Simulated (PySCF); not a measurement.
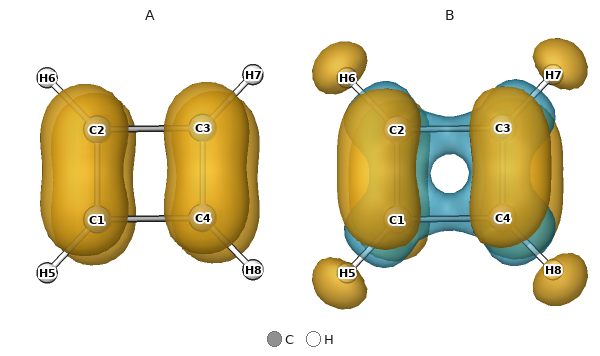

Figure. C4H4, SMILES `C1=CC=C1`. The Fukui function f⁻ from two separate SCF calculations and the density of the HOMO, at ±0.03 e/Å³ (yellow positive, teal negative).

PySCF calculation, B3LYP/def2-SVPD, gas phase; geometry: GFN2-xTB. This is a single-reference result, which may miss multireference character in this system. No frequency check shows the geometry to be a minimum.

Input

```python
import numpy as np
from pyscf import gto, scf, dft
from pyscf.scf import atom_ks, atom_hf
from scipy.linalg import block_diag

def solve(mol, dm0=None, hcore=None):
    mf = (dft.UKS if mol.spin else dft.RKS)(mol, xc='b3lyp')
    mf.grids.level = 3
    mf = mf.density_fit(auxbasis='def2-universal-jkfit')
    mf.conv_tol, mf.max_cycle = 1e-8, 80
    if hcore is not None:
        mf.get_hcore = lambda *args: hcore
    mf.kernel(dm0)
    if not mf.converged:
        mf = mf.newton().run(mf.mo_coeff, mf.mo_occ, max_cycle=30)
    assert mf.converged, 'SCF not converged'
    return mf

mol = gto.M(atom='''
C     -0.77613    -0.66313     0.00000
C     -0.77613     0.66313     0.00000
C      0.77613     0.66313     0.00000
C      0.77613    -0.66313     0.00000
H     -1.51736    -1.43768     0.00000
H     -1.51736     1.43768     0.00000
H      1.51736     1.43768     0.00000
H      1.51736    -1.43768     0.00000
''', basis='def2-svpd', charge=0, spin=0, verbose=4)
mf = solve(mol)
out = dict(e0=mf.e_tot, dm0=mf.make_rdm1(), c=mf.mo_coeff, occ=mf.mo_occ, eps=mf.mo_energy)
for name, dq, spin in [('cation', 1, 1), ('anion', -1, 1)]:
    ion = mol.copy().set(charge=mol.charge + dq, spin=spin).build()
    mi = solve(ion)
    if spin and dq > 0 and mol.nao < 130:
        c, _, stable, _ = mi.stability(return_status=True)
        if not stable:
            mi = solve(ion, mi.make_rdm1(c, mi.mo_occ))
    print(name, 'vertical energy change / eV', (mi.e_tot - mf.e_tot) * 27.211386)
    out.update({'e_' + name: mi.e_tot, 'dm_' + name: mi.make_rdm1(), 's2_' + name: mi.spin_square()[0], 'eps_' + name: mi.mo_energy, 'occ_' + name: mi.mo_occ})
# spherically averaged free atoms, for the promolecule
atm = atom_ks.get_atm_nrks(mol, xc='b3lyp')
pro = block_diag(*[(atm[a[0]][2] * atm[a[0]][3]) @ atm[a[0]][2].T for a in mol._atom])
np.savez('result.npz', pro=pro, **out)
```

Command:

```sh
OMP_NUM_THREADS=1 python input.py
```

The run took 3 min on 1 thread of Arm Neoverse V1 (shared host), peak memory 0.55 GiB.

Partitions, critical points and surface values were worked out afterwards from this run's density.

**Which panel is which, and how good is the frozen-orbital picture?**

B is f⁻ (it has negative regions), A the HOMO density. The HOMO lies on C1, C2, C3 and C4 (23 % each); f⁻ (Hirshfeld-condensed) is largest on C1, C2, C3 and C4 (0.17 each); the vertical ionisation energy is 7.92 eV. Relaxation shifts 23 % of the electron between atoms. The orbital energy is −5.36 eV.
